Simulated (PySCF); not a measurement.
# Excited-state calculation, with input and output: C6H6AlF

- system: C6H6AlF
- method: TDDFT B3LYP/def2-SVPD, vertical, gas phase, core orbitals frozen in the response (PySCF 2.14.0)

The geometry comes from this level: GFN2-xTB. It belongs to a series of runs on one base structure; here: B replaced by Al.

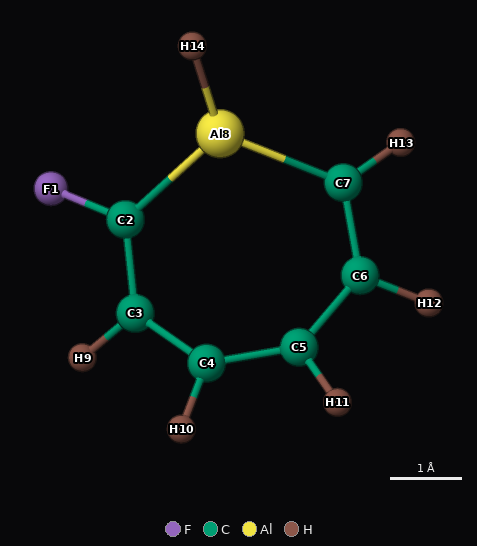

The structure as given in the input (ball-and-stick view, seen on its broad side; atoms are numbered from 1 in the order of the input). Sticks mark near contacts.

The input
```
{"job": {"kind": "uv", "xc": "B3LYP", "basis": "def2-SVPD", "nstates": 8, "ntriplets": 3}, "charge": 0, "multiplicity": 1}
F     -2.562863     1.571292    -0.947365
C     -1.535855     0.927434    -0.304500
C     -1.621718    -0.418332    -0.288651
C     -0.686462    -1.319181     0.332857
C      0.662391    -1.323873     0.385542
C      1.650128    -0.439549    -0.184496
C      1.631204     0.910518    -0.254860
Al     0.061071     1.877084     0.388202
H     -2.507844    -0.893678    -0.701534
H     -1.170691    -2.200988     0.742199
H      1.104291    -2.210819     0.830571
H      2.527431    -0.979030    -0.541306
H      2.499863     1.356284    -0.744242
H     -0.051623     3.142365     1.265416
```

The first line tells a small driver script what to run in PySCF; the rest is the geometry in Å.

Run on 1 CPU thread, shared host.

Launch command:
```bash
OMP_NUM_THREADS=1 python <driver script> task.json out
```

What the program printed
```
coarse grid: 12952 points
cycle   1  E = -574.0070871413  dE =  9.352e-01  |g| = 5.431e-01  |ddm| = 7.324e+00
cycle   2  E = -573.9502158625  dE =  5.687e-02  |g| = 7.463e-01  |ddm| = 2.448e+00
cycle   3  E = -574.0763923573  dE = -1.262e-01  |g| = 1.061e-01  |ddm| = 1.225e+00
cycle   4  E = -574.0789076193  dE = -2.515e-03  |g| = 4.720e-02  |ddm| = 2.665e-01
cycle   5  E = -574.0795230165  dE = -6.154e-04  |g| = 1.175e-02  |ddm| = 1.117e-01
cycle   6  E = -574.0795488436  dE = -2.583e-05  |g| = 6.291e-03  |ddm| = 3.169e-02
cycle   7  E = -574.0795594026  dE = -1.056e-05  |g| = 1.102e-03  |ddm| = 1.387e-02
cycle   8  E = -574.0795596964  dE = -2.938e-07  |g| = 3.242e-04  |ddm| = 2.791e-03
final grid: 122976 points
cycle   9  E = -574.1736549026  dE = -3.217e-05  |g| = 6.258e-03  |ddm| = 1.590e-01
cycle  10  E = -574.1736421376  dE =  1.276e-05  |g| = 1.021e-02  |ddm| = 2.874e-02
cycle  11  E = -574.1736635781  dE = -2.144e-05  |g| = 1.081e-03  |ddm| = 1.758e-02
cycle  12  E = -574.1736638363  dE = -2.582e-07  |g| = 2.815e-04  |ddm| = 2.136e-03
cycle  13  E = -574.1736638514  dE = -1.509e-08  |g| = 1.441e-04  |ddm| = 7.718e-04
cycle  14  E = -574.1736638570  dE = -5.552e-09  |g| = 3.202e-05  |ddm| = 3.965e-04
cycle  15  E = -574.1736638572  dE = -2.802e-10  |g| = 1.045e-05  |ddm| = 1.154e-04
```

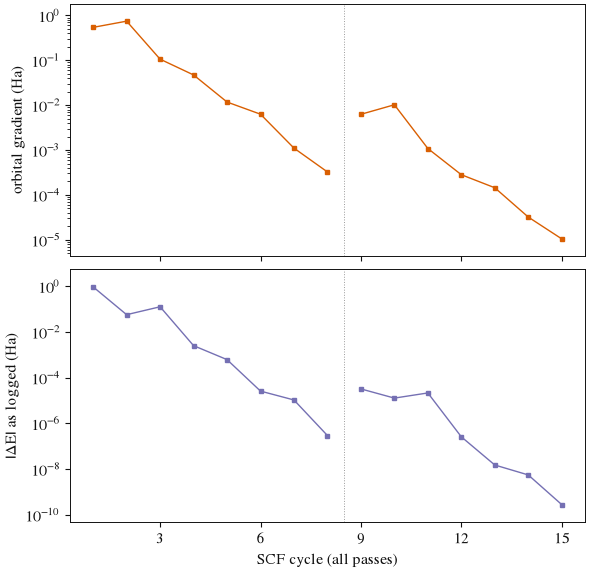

Convergence of the self-consistent field: orbital gradient and size of the energy change against the SCF cycle. The dotted line marks the change from a coarse to the final integration grid. The first 8 cycles use a coarse grid, the final grid takes over at cycle 9, and the field converges after 15 cycles in all.

```
converged SCF energy = -574.1736638572

Static polarisability (au): isotropic 98.053, principal 67.379 110.765 116.015

Singlet excitations
state   eV       nm        f      main configurations
  1   3.6752    337.4   0.03564   H->L 0.97
  2   4.4101    281.1   0.10821   H->L+1 0.90
  3   4.8513    255.6   0.01918   H-1->L 0.82, H-2->L 0.12
  4   5.1682    239.9   0.01703   H-2->L 0.87, H-1->L 0.10
  5   5.2451    236.4   0.02679   H-1->L+1 0.55, H-3->L 0.16, H-2->L+1 0.12
  6   5.3222    233.0   0.00152   H-3->L 0.78, H-2->L+1 0.12
  7   5.5118    224.9   0.01815   H-2->L+1 0.71, H->L+3 0.10, H-1->L+1 0.09
  8   5.7363    216.1   0.03518   H-3->L+1 0.72, H->L+2 0.18

Triplet excitations (Tamm-Dancoff, eV): 2.9407 3.2648 4.1268
```

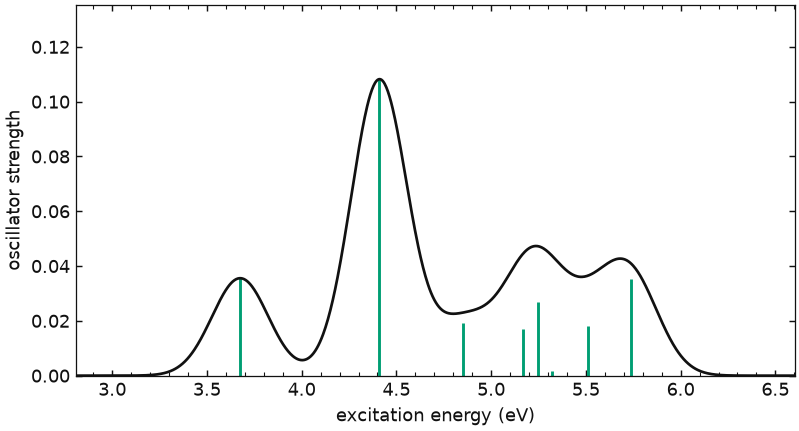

Computed excitations as sticks (degenerate states added up, dark ones marked on the axis), with a Gaussian envelope of 0.35 eV full width at half maximum, scaled to the tallest. Of the 8 states the lowest lies at 3.68 eV (f = 0.036); the strongest line is at 4.41 eV, or 281 nm (f = 0.108).

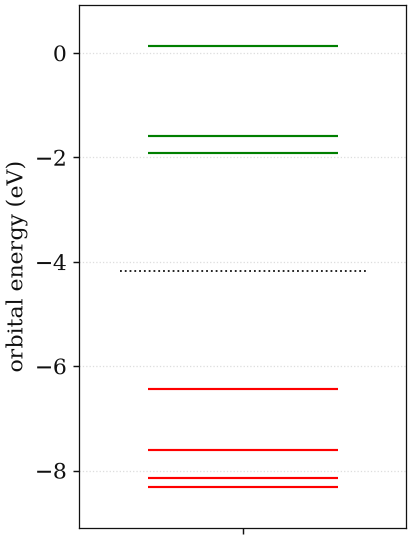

Orbital energies near the frontier; the dotted line parts filled from empty levels, and levels within 0.02 eV of each other stand side by side. Highest filled −6.44 eV, lowest empty −1.91 eV, 4.53 eV apart.

Results in brief

```tsv
quantity	value
outcome	converged
total energy	−574.173664 hartree
HOMO	−6.44 eV
LUMO	−1.91 eV
dipole moment	1.91 D
mean polarisability	98.05 a.u.
lowest singlet excitation	3.68 eV
wall time	68 s
peak memory	0.85 GiB
```
